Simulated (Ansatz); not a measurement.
A series of calculations on C₃H₁₀SeSi

Part 1: Relaxation

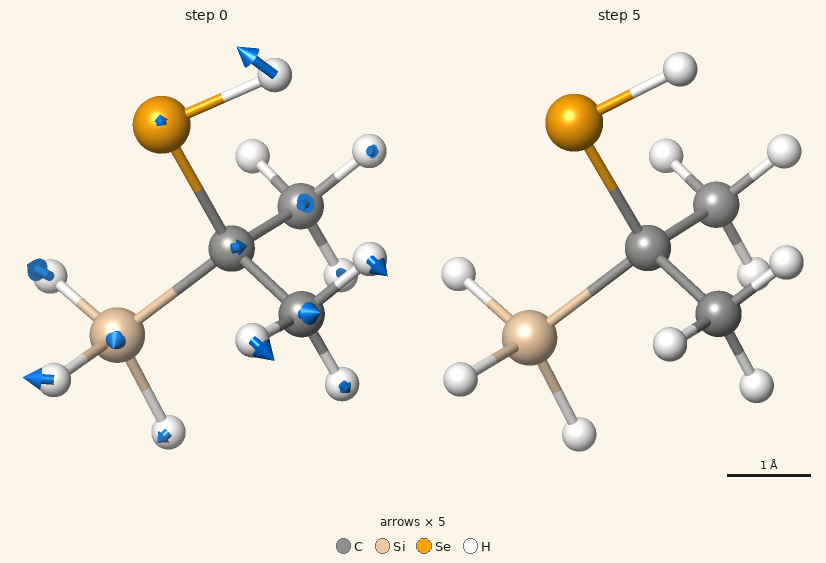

The structure of C3H10SeSi before (left) and after (right) a relaxation, at one scale. The blue arrows give the displacements, magnified 5 times.

A ball-and-stick model, seen from a free direction.

The run prepares an end point of a later path (torsion) calculation, from a guessed geometry.

Theory: RKS PBE-D4/def2-SVP (Ansatz 0.2.0). Set-up: no spin polarisation; force threshold 0.015 eV/Å; at most 40 steps.

Q: Describe what moved and what it gained.

A: An H atom moves most after the best rigid fit: 0.12 Å. Largest moves by element: H 0.12 Å, C 0.08 Å, Si 0.06 Å, Se 0.03 Å. Near-neighbour distances that change, for instance: H–Si 1.359 → 1.504 Å, H–Se 1.544 → 1.490 Å, C–C 1.485 → 1.534 Å, C–H 1.155 → 1.111 Å. Bond angles that change, for instance: C–C–H 116.0° → 110.6°, C–Si–H 106.2° → 110.6°, H–Si–H 113.1° → 109.1°. Over 5 geometry steps the energy falls by 0.464 eV. Largest force component: 3.6 eV/Å at the start, 0.012 eV/Å at the end. The run took 24 s on 2 threads of Intel(R) Xeon(R) Platinum 8259CL CPU @ 2.50GHz (Skylake/Cascade Lake), on a shared host, peak memory 0.23 GiB.

Part 2: Relaxation

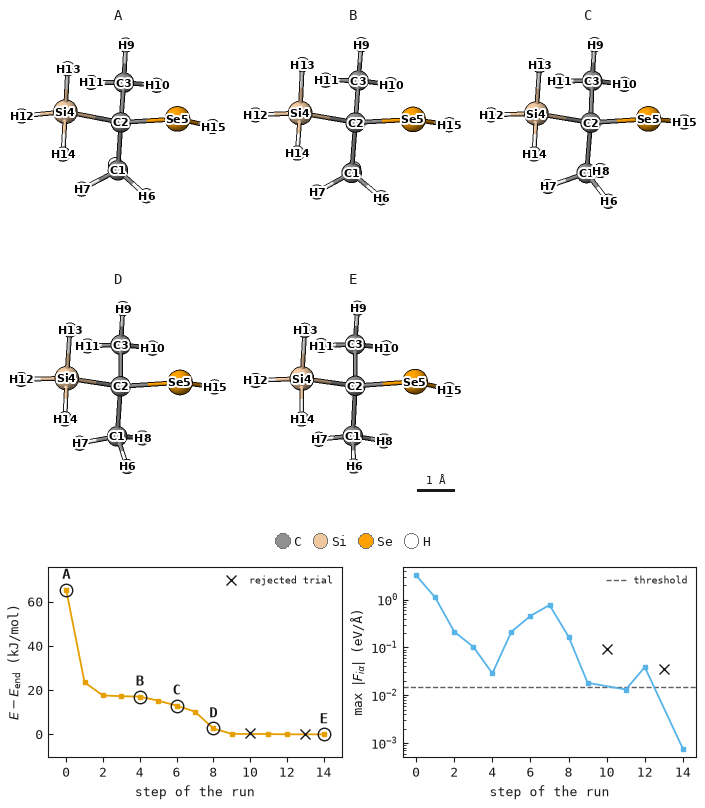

Frames of a relaxation of C3H10SeSi, marked on the history of the run. The picture is a ball-and-stick view, seen at a tilt.

The run prepares an end point of a later path (torsion) calculation, from a guessed geometry.

These are results of RKS PBE-D4/def2-SVP (Ansatz), not measurements.

The input:
```yaml
crystal:
  periodic: [false, false, false]
  atoms:
    - { symbol: C, position_ang: [-1.3712, 0.246, 0.3299] }
    - { symbol: C, position_ang: [0.0228, 0.1639, -0.1739] }
    - { symbol: C, position_ang: [0.00201, -0.17724, -1.63956] }
    - { symbol: Si, position_ang: [0.91454, 1.80837, 0.04525] }
    - { symbol: Se, position_ang: [1.06772, -1.18116, 0.80631] }
    - { symbol: H, position_ang: [-1.6231, -0.425, 1.1283] }
    - { symbol: H, position_ang: [-1.5817, 1.3143, 0.7164] }
    - { symbol: H, position_ang: [-2.0916, 0.1208, -0.5223] }
    - { symbol: H, position_ang: [1.03166, -0.24406, -2.09673] }
    - { symbol: H, position_ang: [-0.47827, -1.16475, -1.86195] }
    - { symbol: H, position_ang: [-0.56293, 0.59191, -2.25576] }
    - { symbol: H, position_ang: [0.11151, 2.86008, -0.65338] }
    - { symbol: H, position_ang: [2.20484, 1.75358, -0.37667] }
    - { symbol: H, position_ang: [0.8463, 2.13364, 1.52891] }
    - { symbol: H, position_ang: [0.11163, -2.3041, 0.34898] }
basis:
  gaussian: { orbitals: def2-SVP }
hamiltonian:
  xc: pbe
  dispersion: d4
relax:
  f_tol: 0.015
  max_steps: 40
```

Launched with:
```bash
ansatz run input.yaml --threads 2 --pin off --max-ram 3072MiB --backend cpu --events-out ev --progress --plain --runs-dir out
```

### Describe the path.

After 12 accepted moves (14 points after the start) the energy has fallen by 65.4 kJ/mol. The largest force component goes from 3.2 to 0.00076 eV/Å. The line search rejected the trial steps at points 10, 13 of the run. The forces were under the threshold at step 11, but the run went on from there. The atom that moves furthest after the best rigid fit is H8 (1.04 Å). Largest moves by element: H 1.04 Å, Se 0.14 Å, C 0.13 Å, Si 0.13 Å. Some distances before and after: Si4–H13 1.359 → 1.504 Å, Se5–H15 1.544 → 1.490 Å, C1–C2 1.485 → 1.534 Å, C1–H7 1.155 → 1.113 Å. Among the angles between lasting bonds that change: C2–Si4–H14 106.2° → 110.6°, H12–Si4–H13 113.1° → 109.0°, C2–C1–H6 116.0° → 112.1°. Groups turn about C1–C2 by about 60°. From step 0 to 4: H8 moves most (0.15 Å), energy −48.3 kJ/mol. From step 4 to 6: H atoms move most (0.33 Å), energy −4.06 kJ/mol. From step 6 to 8: H atoms move most (0.39 Å), energy −10.3 kJ/mol. From step 8 to 14: H atoms move most (0.26 Å), energy −2.68 kJ/mol.

| step | E − E(0), kJ/mol | largest force component, eV/Å | note |
| --- | --- | --- | --- |
| 0 | 0.00 | 3.2036 |  |
| 1 | -41.87 | 1.1080 |  |
| 2 | -47.80 | 0.2128 |  |
| 3 | -48.12 | 0.1029 |  |
| 4 | -48.32 | 0.0286 |  |
| 5 | -50.14 | 0.2129 |  |
| 6 | -52.39 | 0.4556 |  |
| 7 | -55.08 | 0.7701 |  |
| 8 | -62.71 | 0.1672 |  |
| 9 | -65.16 | 0.0182 |  |
| 10 | -64.85 | 0.0942 | rejected |
| 11 | -65.27 | 0.0131 |  |
| 12 | -65.38 | 0.0387 |  |
| 13 | -65.37 | 0.0346 | rejected |
| 14 | -65.39 | 0.0008 |  |

Part 3: Path

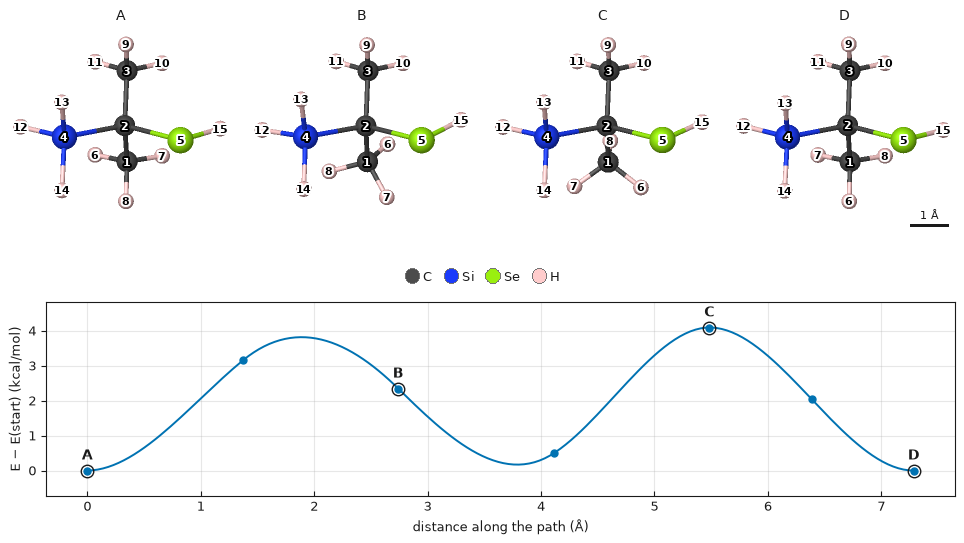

NEB run on C3H10SeSi. Images are numbered from 0 (start) to 6 (end). Frames A to D are images 0, 2, 4, 6. Style: ball-and-stick. Shown at a tilt.

These are results of RKS PBE-D4/def2-SVP in Ansatz, not measurements. Run with 5 movable images; climbing image; force threshold 0.05 eV/Å; iteration limit 57; starting path through a guess of the saddle point.

**What happens along the path, and what is the barrier?**

The path has more than one stage, and so few images may leave a stage unresolved. No bond forms or breaks between the ends. Among the angles between lasting bonds that change up to the highest image: C2–C1–H7 110.8° → 112.9°. The two ends have the same energy, and the highest point, image 4, lies 4.09 kcal/mol above the start. The profile has 2 maxima (images 1, 4) with a dip at image 3 (+0.49 kcal/mol), so the process runs in steps. The band converged in 17 iterations. The largest component of the band force went from 190 to 0.046 eV/Å. The climbing image converged on the top of the path. Its vibrational analysis gives one imaginary mode (255i cm⁻¹), as a transition state must have.

Cost: 5 min on 2 threads of Intel(R) Xeon(R) Platinum 8259CL CPU @ 2.50GHz (Skylake/Cascade Lake), with other jobs on the host, peak memory 0.24 GiB.
